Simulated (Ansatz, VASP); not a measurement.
## CdIr: VASP beside Ansatz

One calculation is typed for both programs; each brings its own data sets. How far apart do they land? The cell is generated by rule, not measured, and may not be a known phase. The cell is taken from a series of VASP runs on this material, whose earlier steps may have relaxed, scaled or displaced it; both programs get it as it stands. Valence electrons are named where the data sets of a main pair hold unlike numbers.

Main program and level: Ansatz 0.2.0; plane waves, with VASP 6.6.1 beside it; band structure at PBE, single point at PBE and band structure at PBE, spin-orbit coupling.

## 1. Starting point

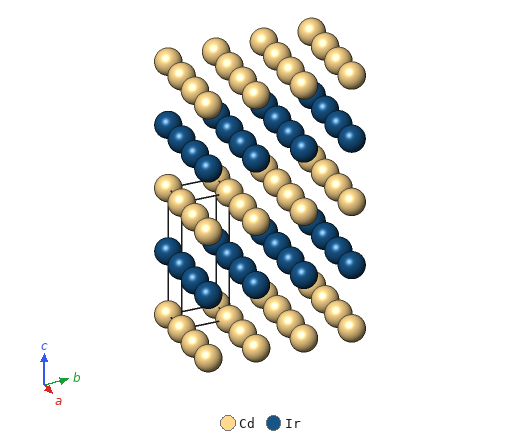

Start, viewed slightly off an axis; cadmium orange, iridium blue. 3×3×2 cells are drawn. Some periodic images of atoms are drawn too.

## 2. VASP: band structure, PBE

A single point gives forces, pressure and levels at one fixed geometry, so differences don't come from the geometry; what else differs is listed under the comparison.

Lines of VASP's logs that name or quote its potential files are left out, and so is its time.

INCAR

```
SYSTEM = CdIr
PREC = Accurate
ENCUT = 400
EDIFF = 1E-06
NELM = 100
ISMEAR = 0
SIGMA = 0.05
LREAL = .FALSE.
ALGO = Normal
GGA = PE
LORBIT = 11
LWAVE = .FALSE.
LCHARG = .FALSE.
```

POSCAR

```
CdIr
1.0
    2.7524949481      0.0000000008      0.0000000000
   -1.3762474775      2.3837305513      0.0000000000
    0.0000000000      0.0000000000      5.5618264489
Cd Ir
1 1
Direct
    0.0000000000      0.0000000000      0.0000000000
    0.0000000000      0.0000000000      0.5000000000
```

KPOINTS

```
Automatic mesh
0
Gamma
9 9 4
0 0 0
```

KPOINTS_OPT

```
Line mode
16
Line-mode
Reciprocal
  0.00000000   0.00000000   0.00000000 GAMMA
  0.50000000   0.00000000   0.00000000 M

  0.50000000   0.00000000   0.00000000 M
  0.33333333   0.33333333   0.00000000 K

  0.33333333   0.33333333   0.00000000 K
  0.00000000   0.00000000   0.00000000 GAMMA

  0.00000000   0.00000000   0.00000000 GAMMA
  0.00000000   0.00000000   0.50000000 A

  0.00000000   0.00000000   0.50000000 A
  0.50000000   0.00000000   0.50000000 L

  0.50000000   0.00000000   0.50000000 L
  0.33333333   0.33333333   0.50000000 H

  0.33333333   0.33333333   0.50000000 H
  0.00000000   0.00000000   0.50000000 A

  0.50000000   0.00000000   0.50000000 L
  0.50000000   0.00000000   0.00000000 M

  0.33333333   0.33333333   0.00000000 K
  0.33333333   0.33333333   0.50000000 H
```

Potentials, in the order of the species: Cd and Ir (PBE family, release 64).

Started as:

```
> mpirun -np 1 vasp_std
```

Numbers of over 12 decimals in the logs are rounded to 6 here.

Output:

```text
[banner, memory and clock lines left out]
running    1 mpi-ranks, on    1 nodes
 distrk:  each k-point on    1 cores,    1 groups
 distr:  one band on    1 cores,    1 groups

 POSCAR found type information on POSCAR CdIr
 POSCAR found :  2 types and       2 ions
 LDA part: xc-table for (Slater+PW92), standard interpolation
 POSCAR, INCAR and KPOINTS ok, starting setup
 FFT: planning ... GRIDC
 FFT: planning ... GRID_SOFT
 FFT: planning ... GRID
 WAVECAR not read
 entering main loop
       N       E                     dE             d eps       ncg     rms          rms(c)
DAV:   1     0.139208124992E+03    0.13921E+03   -0.93493E+03  1032   0.119E+03
DAV:   2    -0.455899200774E+01   -0.14377E+03   -0.13777E+03  1014   0.354E+02
DAV:   3    -0.910877365536E+01   -0.45498E+01   -0.45083E+01  1188   0.697E+01
DAV:   4    -0.914015148239E+01   -0.31378E-01   -0.31366E-01  1044   0.546E+00
DAV:   5    -0.914068722460E+01   -0.53574E-03   -0.53573E-03  1242   0.666E-01    0.935E+00
DAV:   6    -0.862212177992E+01    0.51857E+00   -0.90063E-01  1164   0.136E+01    0.570E+00
DAV:   7    -0.854095556737E+01    0.81166E-01   -0.47269E-01  1040   0.680E+00    0.204E+00
DAV:   8    -0.852299145715E+01    0.17964E-01   -0.10990E-01  1214   0.290E+00    0.123E+00
DAV:   9    -0.851792792015E+01    0.50635E-02   -0.12568E-02  1184   0.154E+00    0.167E-01
DAV:  10    -0.851757629379E+01    0.35163E-03   -0.29177E-03  1266   0.409E-01    0.109E-01
DAV:  11    -0.851746260465E+01    0.11369E-03   -0.61378E-04  1198   0.257E-01    0.185E-02
DAV:  12    -0.851745878857E+01    0.38161E-05   -0.17996E-05  1134   0.483E-02    0.603E-03
DAV:  13    -0.851745886783E+01   -0.79265E-07   -0.88785E-07   616   0.104E-02
   1 F= -.85174589E+01 E0= -.85152940E+01  d E =-.432966E-02
 Start KPOINTS_OPT (optional k-point list driver)
k-point batch [1-36\144]
       N       E                     dE             ncg
DAV:   1     0.458045895147E+04   -0.18092E+05     1016
DAV:   2    -0.418451116992E+03   -0.49989E+04     1056
DAV:   3    -0.593080071159E+03   -0.17463E+03     1200
DAV:   4    -0.594634497269E+03   -0.15544E+01     1062
DAV:   5    -0.594668026210E+03   -0.33529E-01     1188
DAV:   6    -0.594669233763E+03   -0.12076E-02     1130
DAV:   7    -0.594669282562E+03   -0.48799E-04     1130
DAV:   8    -0.594669284922E+03   -0.23599E-05      660
DAV:   9    -0.594669285158E+03   -0.23605E-06      558
[...]
k-point batch [109-144\144]
       N       E                     dE             ncg
DAV:   1     0.442989604384E+04   -0.23494E+05     1040
DAV:   2    -0.330737221651E+03   -0.47606E+04     1062
DAV:   3    -0.487415451526E+03   -0.15668E+03     1158
DAV:   4    -0.488600012867E+03   -0.11846E+01     1026
DAV:   5    -0.488625235394E+03   -0.25223E-01     1110
DAV:   6    -0.488625863304E+03   -0.62791E-03     1074
DAV:   7    -0.488625887194E+03   -0.23890E-04     1136
DAV:   8    -0.488625887802E+03   -0.60785E-06      552
```

From OUTCAR (step 2):

```text
ion  position               nearest neighbor table
   1  0.000  0.000  0.000-   2 2.78   2 2.78
   2  0.000  0.000  0.500-   1 2.78   1 2.78

  LATTYP: Found a hexagonal cell.
 ALAT       =     2.7524949481
 C/A-ratio  =     2.0206491034

 Subroutine GETGRP returns: Found 24 space group operations
 (whereof 24 operations were pure point group operations)

The static configuration has the point symmetry D_6h.

 Found     36 irreducible k-points:

   k-points           NKPTS =     36   k-points in BZ     NKDIM =     36   number of bands    NBANDS=     14

   dimension x,y,z NGX =    18 NGY =   18 NGZ =   36
   dimension x,y,z NGXF=    36 NGYF=   36 NGZF=   72

   ENCUT  =  400.0 eV  29.40 Ry    5.42 a.u.   4.49  4.49  9.07*2*pi/ulx,y,z

   NELECT =      21.0000    total number of electrons

 k-points in reciprocal lattice and weights: Automatic mesh
   0.00000000  0.00000000  0.00000000       0.003
   0.11111111 -0.00000000  0.00000000       0.019
   0.22222222 -0.00000000  0.00000000       0.019
   0.33333333 -0.00000000  0.00000000       0.019
   0.44444444 -0.00000000  0.00000000       0.019
   0.11111111  0.11111111  0.00000000       0.019
   0.22222222  0.11111111  0.00000000       0.037
   0.33333333  0.11111111  0.00000000       0.037
   0.44444444  0.11111111  0.00000000       0.019
[...]
0.33333333  0.22222222  0.50000000       0.037
   0.33333333  0.33333333  0.50000000       0.006

 average (electrostatic) potential at core
       1 -37.3170       2 -53.0583

 E-fermi :   4.9879

 k-point     1 :       0.0000    0.0000    0.0000
  band No.  band energies     occupation
    ...
      6      -3.2699      2.00000
      7      -1.0528      2.00000
      8       2.6905      2.00000
      9       2.6905      2.00000
     10       2.7807      2.00000
     11       5.3838      0.00000
     12       5.3838      0.00000
     13       5.7832      0.00000
     14      16.7031      0.00000

 k-point     2 :       0.1111   -0.0000    0.0000
  band No.  band energies     occupation
    ...
      6      -3.3010      2.00000
      7      -0.6527      2.00000
      8       2.4309      2.00000
      9       2.7963      2.00000
     10       3.0585      2.00000
     11       5.2875      0.00000
     12       5.5156      0.00000
     13       5.8612      0.00000
     14      17.4373      0.00000

 k-point     3 :       0.2222   -0.0000    0.0000
  band No.  band energies     occupation
    ...
      6      -2.4754      2.00000
      7       0.2316      2.00000
      8       2.2407      2.00000
      9       2.5116      2.00000
     10       4.0843      2.00000
     11       5.0522      0.06874
     12       6.0852      0.00000
     13       6.2920      0.00000
     14      15.9105      0.00000

  Total        0.0044249      0.0044249      0.0016219     -0.0000000      0.0000000      0.0000000
  in kB        0.1942751      0.1942751      0.0712081     -0.0000000      0.0000000      0.0000000
  external PRESSURE =       0.1532527 kB  Pullay stress =       0.0000000 kB

  energy-cutoff  :      400.00
  volume of cell :       36.49
      direct lattice vectors                 reciprocal lattice vectors
     2.752494948  0.000000001  0.000000000     0.363306752  0.209755251  0.000000000
    -1.376247477  2.383730551  0.000000000    -0.000000000  0.419510502  0.000000000
     0.000000000  0.000000000  5.561826449     0.000000000  0.000000000  0.179797052

 POSITION                                       TOTAL-FORCE (eV/Angst)
 -----------------------------------------------------------------------------------
      0.00000      0.00000      0.00000         0.000000      0.000000      0.000000
      0.00000      0.00000      2.78091        -0.000000      0.000000      0.000000
 -----------------------------------------------------------------------------------
    total drift:                               -0.000000      0.000000      0.000000

  FREE ENERGIE OF THE ION-ELECTRON SYSTEM (eV)
  ---------------------------------------------------
  free  energy   TOTEN  =        -8.5174588678 eV

  energy  without entropy=       -8.5131292039  energy(sigma->0) =       -8.51529404

 total charge
# of ion       s       p       d       tot
------------------------------------------
    1        0.563   0.394   9.487  10.443
    2        0.649   0.467   6.915   8.032
--------------------------------------------------
tot          1.212   0.861  16.402  18.474

[... 3 further parts left out ...]
```

The run ends at a pressure of 0.02 GPa.

## 3. Ansatz: band structure, PBE

Ansatz runs on its default PAW (the set named soft_2) files.

The same cell, functional, mesh and smearing now go to Ansatz, which takes its cutoff from its data sets.

input.yaml

```yaml
crystal:
  lattice:
    - [2.7524949481, 8.0e-10, 0.0]
    - [-1.3762474775, 2.3837305513, 0.0]
    - [0.0, 0.0, 5.5618264489]
  atoms:
    - { symbol: Cd, position: [0.0, 0.0, 0.0] }
    - { symbol: Ir, position: [0.0, 0.0, 0.5] }
hamiltonian:
  xc: pbe
  pseudopotentials: { kind: paw }
kpoints:
  mp_grid: { grid: [9, 9, 4] }
  band_path:
    path:
      - [0.0, 0.0, 0.0]
      - [0.13333, 0.0, 0.0]
      - [0.3, 0.0, 0.0]
      - [0.46667, 0.0, 0.0]
      - [0.46667, 0.06667, 0.0]
      - [0.41111, 0.17778, 0.0]
      - [0.35556, 0.28889, 0.0]
      - [0.28889, 0.28889, 0.0]
      - [0.17778, 0.17778, 0.0]
      - [0.06667, 0.06667, 0.0]
      - [0.0, 0.0, 0.03333]
      - [0.0, 0.0, 0.2]
      - [0.0, 0.0, 0.36667]
      - [0.0, 0.0, 0.5]
      - [0.16667, 0.0, 0.5]
      - [0.3, 0.0, 0.5]
      - [0.46667, 0.0, 0.5]
      - [0.46667, 0.06667, 0.5]
      - [0.41111, 0.17778, 0.5]
      - [0.35556, 0.28889, 0.5]
      - [0.28889, 0.28889, 0.5]
      - [0.17778, 0.17778, 0.5]
      - [0.06667, 0.06667, 0.5]
      - [0.5, 0.0, 0.46667]
      - [0.5, 0.0, 0.3]
      - [0.5, 0.0, 0.13333]
      - [0.33333, 0.33333, 0.0]
      - [0.33333, 0.33333, 0.16667]
      - [0.33333, 0.33333, 0.33333]
      - [0.33333, 0.33333, 0.5]
    npoints: 1
scf:
  occupations: { method: gaussian, width: 0.05 }
  n_extra_bands: 7
output:
  forces: true
  stress: true
  eigenvalues: true
```

Started as:

```
> ansatz run input.yaml --threads 2 --pin off --max-ram 4608MiB --backend cpu --events-out ev --progress --plain --runs-dir out
```

Output:

```text
Warning: crystal.lattice misses the space group found at crystal.symmetry.tolerance 1.0e-5 in a digit that the deck types, which is why this is a warning: making the lattice exact moves one of its numbers by a whole unit of that number's last typed decimal, or more. The operation that it misses by the most changes a squared length by the fraction 3.23e-9. The run uses the lattice that is a stretch of the typed one, with no rotation, onto the one that keeps every operation to a double's rounding (on a very oblique basis the stretch itself rounds by more); the deck's lattice vector that moved farthest moved by 2.29e-9 Å. [rest of the remark cut]
scf.n_extra_bands = 7 over 19 filled bands (N_el = 37.0): the run solves 26 bands
Engine: ansatz 0.2.0, x86_64-unknown-linux-gnu
Pseudopotentials: kind: paw
Pseudopotential: Cd, paw, valence charge 20, recommended cutoff 420 eV (normal), Cd.paw.azcp
Pseudopotential: Ir, paw, valence charge 17, recommended cutoff 420 eV (normal), Ir.paw.azcp
Functional definition: PBE
  parameter kappa = 0.804
  parameter beta = 0.066725
  exchange = pbe_x(kappa = kappa, mu = beta*pi^2/3)
  correlation = pbe_c(beta = beta)
Crystal: 2 atoms, lattice volume = 36.492 Å³
Basis set: ecut = 420 eV, 697 PW (Γ), exchange–correlation on 40×40×80 points (8 copies of the dense FFT grid, shifted against one another)
Bands: 26, of which v1, the nominal top of the filled ones, is band 19 counted from 1 (18 counted from 0)
Symmetry: 24 space group operations
Space group: P6/mmm (ITA 191), of the structure as read, at distance tolerance 3.3e-5 Å
k-points: 36 of 324
Non-local potential: Cd, projectors of the file, l = 0: 3, l = 1: 2, l = 2: 2, l = 3: 1
Non-local potential: Ir, projectors of the file, l = 0: 3, l = 1: 2, l = 2: 2, l = 3: 1
PAW form: soft (Blöchl's): semilocal exchange-correlation on the pseudo side does not see the compensation charge
PAW one-centre angular grid: Cd, 590 points (default); XC on 64 Gauss nodes
PAW one-centre angular grid: Ir, 590 points (default); XC on 64 Gauss nodes
Initial density: superposition of atomic densities (neutral atoms: chi_scale 0, normalization atom), corrected by the library's trained network
Initial wavefunctions: pseudopotential atomic-orbital guess
Functional: x = pbe(κ = 0.804, μ = 0.219515), c = pbe(β = 0.066725)
SCF iter   1: F=—  HF=-20188.704239 eV  |F-HF|=—  |Δ(HF+E_count)|=         —  Δρ=6.03e-3  dr2=1.39e-2  ethr=1.77e-3  ⟨swp⟩=5.7  Hψ=3822  notcnv=0  defer=7
preconditioner: auto → Kerker (q_TF=auto, 2.735 Å⁻¹)  [metal: Δε(μ)=0.024 eV  Ē_g=14.510 eV  σ=0.050 eV  W_gap=0.26  n_scr=10 (ndim 8)  ℏωp=28.2 eV  f_vac=0.000  D(μ)=4.03/eV (n_scr^D=48)]
SCF iter   2: F=—  HF=-20188.702805 eV  |F-HF|=—  |Δ(HF+E_count)|=   1.43e-3  Δρ=2.74e-3  dr2=3.45e-3  ethr=3.76e-5  ⟨swp⟩=1.3  Hψ=1234  notcnv=0  defer=28
SCF iter   3: F=—  HF=-20188.702057 eV  |F-HF|=—  |Δ(HF+E_count)|=   7.49e-4  Δρ=6.88e-4  dr2=2.55e-4  ethr=9.33e-6  ⟨swp⟩=2.1  Hψ=1102  notcnv=0  defer=28
SCF iter   4: F=—  HF=-20188.701983 eV  |F-HF|=—  |Δ(HF+E_count)|=   7.34e-5  Δρ=2.02e-4  dr2=1.20e-5  ethr=6.88e-7  ⟨swp⟩=2.2  Hψ=1121  notcnv=0  defer=28
SCF iter   5: F=—  HF=-20188.701990 eV  |F-HF|=—  |Δ(HF+E_count)|=   6.75e-6  Δρ=5.15e-5  dr2=9.48e-7  ethr=3.24e-8  ⟨swp⟩=2.4  Hψ=1365  notcnv=0  defer=28
SCF iter   6: F=-20188.701990 eV  HF=-20188.701990 eV  |F-HF|=1.06e-8  |Δ(HF+E_count)|=   8.15e-8  Δρ=1.41e-5  dr2=6.52e-8  ethr=2.70e-10  ⟨swp⟩=7.8  Hψ=4035  notcnv=0
SCF 1 converged in 6 iterations: F = -20188.701990 eV  dr2 = 6.52e-8
  greatest PAW one-centre occupation: 1.000 electrons in one spin orbital (limit 2), on the Cd atom at site 0 (counted from 0), in its partial waves of l = 0
NSCF: frozen V_eff on 30 k-points
SCF converged after 6 iterations
Free energy (F): -20188.701990 eV
Harris-Foulkes:  -20188.701990 eV  (|F-HF|=1.06e-8)
Internal energy: -20188.697824 eV  (E = F + TS)
E sigma→0 (E₀):  -20188.699907 eV
Entropy (-TS):   -0.004166 eV (-2.083 meV/atom)
Fermi energy:    17.908666 eV
--- Per-component energies (eV) ---
  E_band       = -524.313453
  E_kinetic    = 1126.128814
  E_local      = -4178.466400  (includes V_loc(G=0)·N_el)
  E_nonlocal   = 105.359584
  E_hartree    = 1856.461513
  E_xc         = -444.314025
  E_vxc        = -521.227289  (∫ρ·V_xc dr)
  E_paw        = -13304.816765  (= ΣΔE_a)
  E_vpaw       = -769.036010  (= ΣTr[D̂ρ^β])
  E_aug_tail   = 0.000061  (compensation charges beyond the density's cutoff)
  E_ewald      = -5349.050606
  E_smearing   = -0.004166  (= −TS)
  E_closure    = 0.000000  (closes the sum)
  Σ components = -20188.701990   (vs F -20188.701990, Δ=0.00e0)
--- Forces (eV/Å), atoms counted from 1 ---
  atom   1  Cd    -0.00000000     0.00000000     0.00000000
  atom   2  Ir     0.00000000     0.00000000     0.00000000
  max |Σ_I F_I| component: 8.22e-33 eV/Å
--- Stress (GPa, compression-positive) ---
       -0.154133      -0.000000       0.000000
       -0.000000      -0.154133       0.000000
        0.000000       0.000000      -0.240393
  P = ⅓ Tr σ = -0.1829 GPa (-1.829 kbar)
--- Band table (eV; the first three rows and the last of 36) ---
  k-point 0: bands = [... 15 lower, 15.6353, 15.6353, 15.6992, 18.3079, 18.3079, 18.7111, 29.4221, 32.8172, ... 3 higher]
  k-point 1: bands = [... 15 lower, 14.5970, 15.6338, 15.6338, 18.2785, 18.2785, 20.5996, 27.4024, 33.0508, ... 3 higher]
  k-point 2: bands = [... 15 lower, 13.9528, 15.6324, 15.6324, 18.2492, 18.2492, 23.2832, 24.5301, 33.6714, ... 3 higher]
  k-point 35: bands = [... 15 lower, 15.2723, 15.2723, 16.2919, 20.7804, 21.7235, 21.7235, 23.1155, 25.5696, ... 3 higher]
```

Wall time 0.89 s (2 threads of Intel Xeon 6975P-C (Granite Rapids), shared host); peak memory 0.36 GiB.

The column dr2 measures how far the density is from self-consistency, as an energy; F and HF (Harris–Foulkes) agree once it is small.

## 4. Comparison

Known differences besides the potentials themselves: the data sets hold 37 valence electrons in Ansatz (on its default PAW (the set named soft_2) files) and 21 in VASP; the cutoff is 420 eV in Ansatz and 400 eV in VASP; VASP leaves aspherical gradient terms in its spheres out (LASPH is not set), Ansatz keeps them. Total energies have different zeros and are not compared.

The two programs side by side:

```
                                        quantity  Ansatz  VASP  difference
                                  pressure (GPa)   -0.18  0.02       -0.20
pressure without Ansatz's Pulay correction (GPa)   -0.25  0.02       -0.27
```

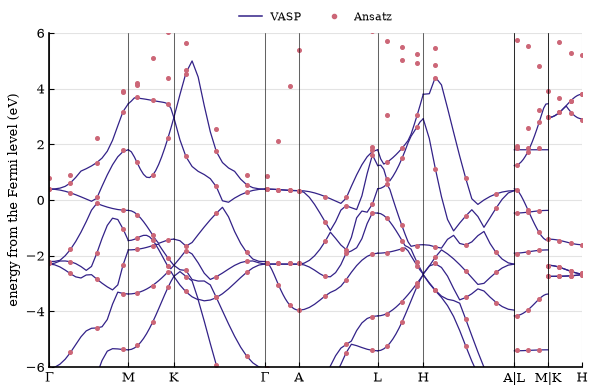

Bands from VASP (lines) and levels from Ansatz (dots). Dots without a line are higher empty bands that the VASP plot leaves out.

Levels from 3 eV below to 2 eV above the Fermi level differ by 16 meV r.m.s. and 46 meV at most; each VASP level is matched to the nearest of Ansatz, which flatters the figure a little. Ansatz's pressure holds a Pulay correction of 0.07 GPa; VASP's holds none.

(Part 1 of 2 ends here.)

[Lines on the potential files, build, host, timing and source positions are cut from VASP's logs without a mark.]

[Logs are printed without paths, hosts, clocks, repeated set-up lines and the standing remarks that a program may print on its own settings, such as how far it seeks lower states.]

[Hosts, paths, dates, database ids (printed as entryN), source tags and the programs' standing remarks are cut or masked in the printed files.]
